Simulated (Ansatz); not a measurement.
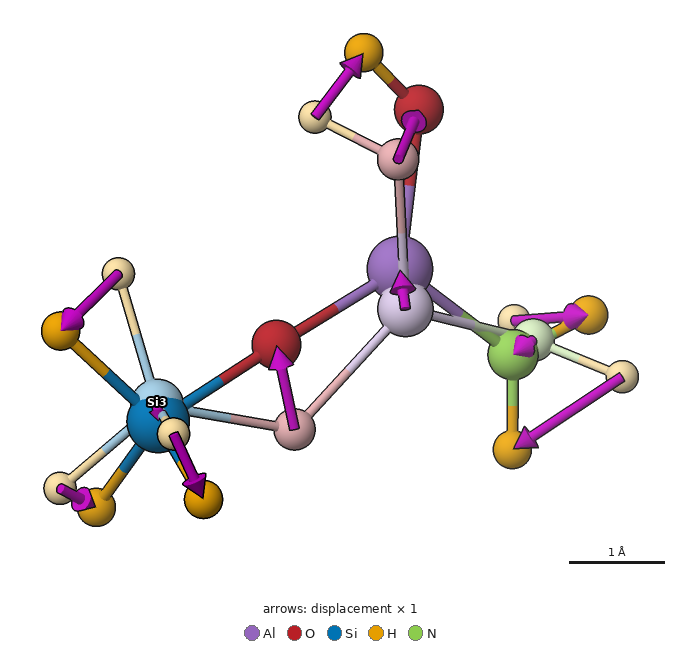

This is a relaxation of AlSiNH6O2. The starting structure is drawn faded, the final one solid; purple arrows show the displacements, at their true length. The two geometries are superimposed by the best rigid fit.

A ball-and-stick model, seen at a tilt.

The run prepares the start of a later molecular dynamics calculation, from a guessed geometry.

Computed with Ansatz, RKS B3LYP-D4/def2-SVP.

Input
```yaml
crystal:
  periodic: [false, false, false]
  atoms:
    - { symbol: Al, position_ang: [0.0, 0.0, 0.0] }
    - { symbol: O, position_ang: [0.0, 0.0, 1.78] }
    - { symbol: Si, position_ang: [-1.3147, -0.4067, 2.7436] }
    - { symbol: H, position_ang: [-2.239, -1.2403, 1.9804] }
    - { symbol: H, position_ang: [-0.8506, -1.1432, 3.9157] }
    - { symbol: H, position_ang: [-1.9987, 0.8095, 3.1733] }
    - { symbol: "N", position_ang: [1.6627, 0.0, -0.96] }
    - { symbol: H, position_ang: [2.1293, -0.9179, -1.2118] }
    - { symbol: H, position_ang: [2.1141, 0.9179, -1.2382] }
    - { symbol: O, position_ang: [-1.5415, 0.0, -0.89] }
    - { symbol: H, position_ang: [-2.0512, -0.8467, -0.6815] }
basis:
  gaussian: { orbitals: def2-SVP }
hamiltonian:
  xc: b3lyp
  dispersion: d4
relax:
  f_tol: 0.02
  max_steps: 40
```

Launched with:
```bash
ansatz run input.yaml --threads 4 --pin off --max-ram 5120MiB --backend cpu --events-out ev --progress --plain --runs-dir out
```

> Which element moves most?

Hydrogen: up to 1.41 Å, against 1.03 Å for oxygen.

> Describe the change and its energy.

H9 moves most after the best rigid fit: 1.41 Å. By element the largest moves are H 1.41 Å, O 1.03 Å, Al 0.46 Å, N 0.36 Å, Si 0.17 Å. Some distances before and after: Al1–N7 1.920 → 1.760 Å, Al1–O10 1.780 → 1.699 Å, O10–H11 1.010 → 0.960 Å, N7–H8 1.060 → 1.014 Å. Bond angles that change, for instance: Al1–O2–Si3 125.0° → 178.4°, Al1–O10–H11 109.5° → 125.8°, H8–N7–H9 120.0° → 110.5°. Groups turn about Al1–N7 by about 90°, Al1–O10 by about 65°. Over 18 accepted moves (21 points after the start) the energy falls by 114.4 kJ/mol. The largest force component goes from 2 to 0.00089 eV/Å. The line search rejected the trial steps at points 11, 14, 20 of the run. The forces were under the threshold at step 12, but the run went on from there.
